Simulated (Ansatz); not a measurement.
## Geometry relaxation, with input and output: C2H8N2Zn (part 2 of 2)

Continued. System: C2H8N2Zn. Method: RKS PBE0-D4/def2-TZVP (Ansatz 0.2.0). The geometry: GFN2-xTB start.

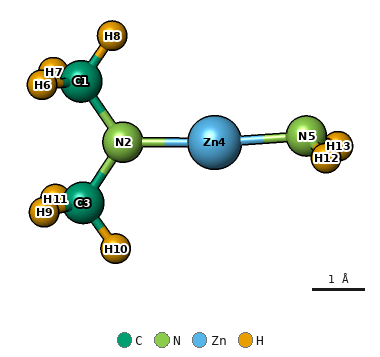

*The geometry at step 9 of the log (ball-and-stick view, seen at a tilt; atoms are numbered from 1 in the order of the input).*

### Trajectory as extended XYZ, continued
```
13
Properties=species:S:1:pos:R:3:forces:R:3 step=5 energy=-53593.55020
C    -1.3135   -1.1211    0.0104   -0.0032   0.0543  -0.0448
N    -0.0400   -0.4501   -0.0173   -0.0669  -0.2751   0.0980
C     1.0373   -1.3479    0.3005    0.0599   0.0737  -0.0340
Zn    0.1344    1.3339   -0.2146   -0.0063   0.0678   0.0078
N     0.1517    3.1304   -0.4573    0.0659   0.0219  -0.0019
H    -1.5419   -1.5541    0.9997    0.0377   0.0231  -0.0205
H    -1.3557   -1.9510   -0.7153    0.0243   0.0309   0.0168
H    -2.1244   -0.4339   -0.2376   -0.0682   0.0088  -0.0130
H     0.9347   -1.7989    1.3030   -0.0325   0.0405  -0.0273
H     1.9977   -0.8298    0.2735    0.0694  -0.0100   0.0151
H     1.0992   -2.1845   -0.4159   -0.0268   0.0298   0.0057
H     0.2845    3.7040    0.3644   -0.0025  -0.0271  -0.0172
H     0.7361    3.5030   -1.1935   -0.0508  -0.0387   0.0155
13
Properties=species:S:1:pos:R:3:forces:R:3 step=6 energy=-53593.55469
C    -1.3204   -1.1232    0.0010   -0.0134  -0.0375   0.0666
N    -0.0521   -0.4507    0.0290    0.0298   0.1568  -0.0810
C     1.0408   -1.3361    0.3141   -0.0249  -0.0610   0.0540
Zn    0.1257    1.3324   -0.1861   -0.0062  -0.0032  -0.0083
N     0.1602    3.1245   -0.4377    0.0025  -0.0099   0.0104
H    -1.5576   -1.5924    0.9706   -0.0249  -0.0152  -0.0063
H    -1.3411   -1.9264   -0.7528   -0.0009  -0.0156  -0.0230
H    -2.1380   -0.4357   -0.2352    0.0432  -0.0094   0.0076
H     0.9415   -1.8049    1.3075    0.0246  -0.0215   0.0021
H     2.0024   -0.8157    0.2944   -0.0397   0.0198   0.0026
H     1.1013   -2.1576   -0.4178    0.0052  -0.0105  -0.0183
H     0.3849    3.7053    0.3569    0.0069   0.0054  -0.0092
H     0.6524    3.4805   -1.2439   -0.0021   0.0018   0.0028
13
Properties=species:S:1:pos:R:3:forces:R:3 step=7 energy=-53593.55592
C    -1.3207   -1.1284    0.0054    0.0030   0.0085  -0.0324
N    -0.0555   -0.4466    0.0307   -0.0183  -0.0441   0.0456
C     1.0361   -1.3352    0.3187    0.0144   0.0219  -0.0176
Zn    0.1225    1.3352   -0.1887    0.0017   0.0076   0.0016
N     0.1660    3.1270   -0.4374    0.0007  -0.0033  -0.0048
H    -1.5498   -1.6165    0.9672    0.0124   0.0026   0.0041
H    -1.3457   -1.9176   -0.7648    0.0008   0.0073   0.0104
H    -2.1397   -0.4385   -0.2111   -0.0199  -0.0002  -0.0059
H     0.9185   -1.8377    1.2935   -0.0131   0.0102  -0.0041
H     1.9878   -0.7990    0.3436    0.0203  -0.0072  -0.0016
H     1.1285   -2.1312   -0.4386   -0.0030   0.0010   0.0026
H     0.4265    3.7085    0.3453    0.0005  -0.0024   0.0055
H     0.6256    3.4800   -1.2639    0.0005  -0.0017  -0.0036
13
Properties=species:S:1:pos:R:3:forces:R:3 step=8 energy=-53593.55618
C    -1.3216   -1.1297    0.0053   -0.0047  -0.0002   0.0031
N    -0.0594   -0.4438    0.0445    0.0027   0.0025  -0.0077
C     1.0354   -1.3321    0.3197   -0.0003  -0.0041  -0.0007
Zn    0.1204    1.3365   -0.1845    0.0003   0.0047  -0.0013
N     0.1683    3.1275   -0.4375    0.0010   0.0020   0.0013
H    -1.5547   -1.6209    0.9646   -0.0018  -0.0039  -0.0005
H    -1.3357   -1.9176   -0.7659   -0.0007   0.0005  -0.0006
H    -2.1439   -0.4447   -0.2166    0.0069   0.0005   0.0029
H     0.9249   -1.8347    1.2950    0.0011  -0.0038   0.0016
H     1.9900   -0.7999    0.3353   -0.0047   0.0051   0.0011
H     1.1178   -2.1282   -0.4389    0.0008   0.0028   0.0019
H     0.4306    3.7097    0.3443   -0.0003  -0.0034  -0.0029
H     0.6276    3.4779   -1.2653   -0.0002  -0.0029   0.0017
13
Properties=species:S:1:pos:R:3:forces:R:3 step=9 energy=-53593.55626
C    -1.3223   -1.1302    0.0061    0.0008  -0.0009   0.0003
N    -0.0606   -0.4435    0.0471   -0.0004  -0.0006   0.0003
C     1.0353   -1.3311    0.3206   -0.0001  -0.0005   0.0002
Zn    0.1196    1.3364   -0.1851   -0.0010  -0.0033   0.0002
N     0.1687    3.1270   -0.4398   -0.0003   0.0016  -0.0004
H    -1.5526   -1.6284    0.9626    0.0005  -0.0003  -0.0005
H    -1.3386   -1.9126   -0.7706   -0.0001   0.0011  -0.0002
H    -2.1450   -0.4435   -0.2084   -0.0003   0.0005   0.0007
H     0.9225   -1.8398    1.2926   -0.0003  -0.0001  -0.0003
H     1.9880   -0.7959    0.3432   -0.0005   0.0010   0.0005
H     1.1230   -2.1225   -0.4422    0.0004   0.0010  -0.0004
H     0.4327    3.7089    0.3416    0.0007   0.0004  -0.0004
H     0.6293    3.4753   -1.2677    0.0007   0.0002  -0.0002
13
Properties=species:S:1:pos:R:3:forces:R:3 step=10 energy=-53593.55628
C    -1.3233   -1.1312    0.0073    0.0019  -0.0019  -0.0013
N    -0.0629   -0.4425    0.0537   -0.0018  -0.0041   0.0048
C     1.0347   -1.3295    0.3222    0.0014   0.0000  -0.0001
Zn    0.1180    1.3365   -0.1845   -0.0001  -0.0025   0.0000
N     0.1699    3.1267   -0.4425    0.0129   0.0196  -0.0003
H    -1.5507   -1.6396    0.9592    0.0020   0.0029  -0.0033
H    -1.3399   -1.9059   -0.7773   -0.0004   0.0026   0.0024
H    -2.1475   -0.4436   -0.1983   -0.0019  -0.0011   0.0000
H     0.9199   -1.8475    1.2891   -0.0003   0.0029  -0.0041
H     1.9854   -0.7909    0.3537   -0.0006  -0.0032   0.0003
H     1.1283   -2.1136   -0.4476    0.0000   0.0020   0.0019
H     0.4381    3.7095    0.3375   -0.0047  -0.0120  -0.0189
H     0.6301    3.4716   -1.2726   -0.0082  -0.0051   0.0186
13
Properties=species:S:1:pos:R:3:forces:R:3 step=11 energy=-53593.55629
C    -1.3236   -1.1315    0.0080    0.0020  -0.0017  -0.0010
N    -0.0638   -0.4419    0.0568   -0.0011  -0.0039   0.0039
C     1.0345   -1.3289    0.3227    0.0007  -0.0002  -0.0002
Zn    0.1173    1.3368   -0.1842   -0.0003  -0.0018  -0.0007
N     0.1703    3.1267   -0.4441   -0.0069  -0.0099   0.0003
H    -1.5499   -1.6438    0.9581    0.0013   0.0028  -0.0031
H    -1.3401   -1.9031   -0.7796   -0.0006   0.0025   0.0024
H    -2.1485   -0.4438   -0.1942   -0.0013  -0.0012  -0.0001
H     0.9190   -1.8506    1.2875    0.0001   0.0028  -0.0038
H     1.9846   -0.7894    0.3574   -0.0009  -0.0034   0.0001
H     1.1297   -2.1099   -0.4500    0.0000   0.0022   0.0024
H     0.4384    3.7094    0.3350    0.0024   0.0075   0.0096
H     0.6322    3.4700   -1.2732    0.0046   0.0044  -0.0099
13
Properties=species:S:1:pos:R:3:forces:R:3 step=12 energy=-53593.55630
C    -1.3234   -1.1313    0.0080    0.0000   0.0026   0.0006
N    -0.0636   -0.4419    0.0573    0.0001   0.0020  -0.0015
C     1.0346   -1.3291    0.3227   -0.0020   0.0003  -0.0007
Zn    0.1176    1.3366   -0.1844    0.0001  -0.0011  -0.0001
N     0.1702    3.1266   -0.4441    0.0017   0.0027   0.0000
H    -1.5500   -1.6430    0.9580   -0.0011  -0.0013   0.0011
H    -1.3397   -1.9032   -0.7793    0.0002  -0.0010  -0.0010
H    -2.1485   -0.4438   -0.1949    0.0017  -0.0008   0.0005
H     0.9194   -1.8501    1.2877    0.0006  -0.0014   0.0015
H     1.9850   -0.7905    0.3565    0.0002   0.0002   0.0002
H     1.1288   -2.1105   -0.4496    0.0003  -0.0005  -0.0003
H     0.4374    3.7097    0.3354   -0.0010  -0.0011  -0.0008
H     0.6321    3.4706   -1.2731   -0.0010  -0.0006   0.0006
```

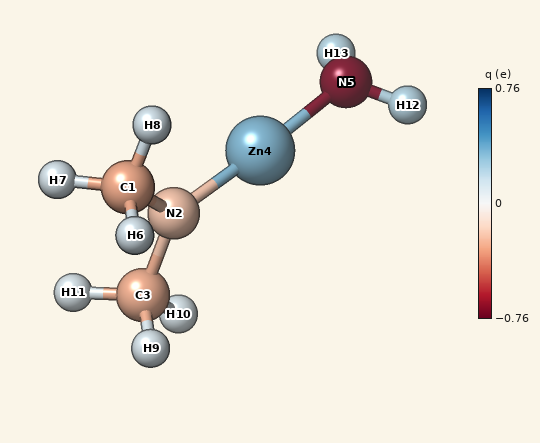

*Mulliken charges, as the colour of each atom (ball-and-stick view, seen at a tilt; atoms are numbered from 1 in the order of the input; Mulliken charges depend strongly on the basis).*

By element: C −0.28, N −0.72 to −0.21, Zn +0.35 and H +0.11 to +0.23 e.

This output came from the following input.

### Input file
```yaml
crystal:
  periodic: [false, false, false]
  atoms:
    - {symbol: C, position_ang: [-1.234790, -0.976590, 0.009240]}
    - {symbol: N, position_ang: [0.116030, -0.481260, -0.145090]}
    - {symbol: C, position_ang: [1.072040, -1.491580, 0.247700]}
    - {symbol: Zn, position_ang: [0.334900, 1.352030, 0.199550]}
    - {symbol: N, position_ang: [0.028440, 3.039670, -0.519030]}
    - {symbol: H, position_ang: [-1.451190, -1.322400, 1.032290]}
    - {symbol: H, position_ang: [-1.382310, -1.828770, -0.665370]}
    - {symbol: H, position_ang: [-1.950140, -0.199230, -0.261650]}
    - {symbol: H, position_ang: [0.939720, -1.829410, 1.287600]}
    - {symbol: H, position_ang: [2.085960, -1.113610, 0.127130]}
    - {symbol: H, position_ang: [0.951510, -2.367210, -0.402370]}
    - {symbol: H, position_ang: [-0.326990, 3.764070, 0.090380]}
    - {symbol: H, position_ang: [0.816820, 3.454300, -1.000370]}
basis:
  gaussian: {orbitals: def2-TZVP}
hamiltonian: {xc: pbe0, dispersion: d4}
relax: {f_tol: 0.005, max_steps: 150}
```

Run as:
```bash
ansatz run in.yaml --threads 4 --pin off --events-out ev --progress --plain --max-ram 11315MiB
```

### Key numbers

| quantity | value |
| --- | --- |
| outcome | converged |
| total energy | −53593.5563 eV |
| mean-field energy | −53593.3603 eV |
| dispersion energy | −0.1960 eV |
| SCF solution under orbital rotations | stable |
| largest force (length of the vector) at the end | 0.003 eV/Å |
| dipole moment | 0.91 D |
| hardware | 4 threads of Arm Neoverse V1, 23 GiB of memory available, shared host |
| wall time | 69 s (CPU time 4.3 min) |
| peak memory | 0.68 GiB |
